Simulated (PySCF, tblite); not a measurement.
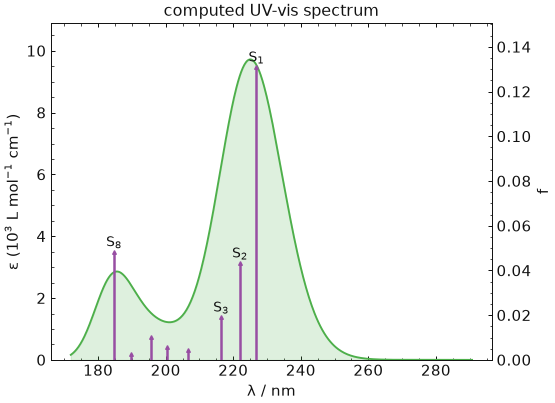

Vertical TDDFT excitations, CAM-B3LYP/def2-SVPD with PySCF, at a GFN2-xTB geometry (a minimum by its frequencies), gas phase. The lowest 8 singlet states are shown; each is broadened by a Gaussian of 1/e half-width 0.30 eV. Sticks give oscillator strengths (right axis).

### Whose absorption spectrum is this?
A. C₆H₇ClOSi, SMILES [SiH3]OC1=CC=C/C1=C\Cl
B. C₃H₆Cl₂F₂Si, SMILES FC[C@H]([SiH2]F)C(Cl)Cl
C. C₄H₈GeSSe, SMILES C=CCC(=S)[Se][GeH3], singlet
D. C₄H₅BrGeO, SMILES C#C[C@@H]1C[O][Ge@@H]1[Br], singlet

Option D. Its lowest singlet lies at 5.47 eV (f = 0.131) and the brightest of those computed is S1 at 5.47 eV (227 nm), f = 0.131, mainly HOMO → LUMO (76 %).

Known limits of this run: the tight-binding geometry is rougher than a DFT one and adds to the error; spin-orbit coupling is left out, and with Br it can shift these levels and split any degenerate set; core orbitals are frozen in the response.
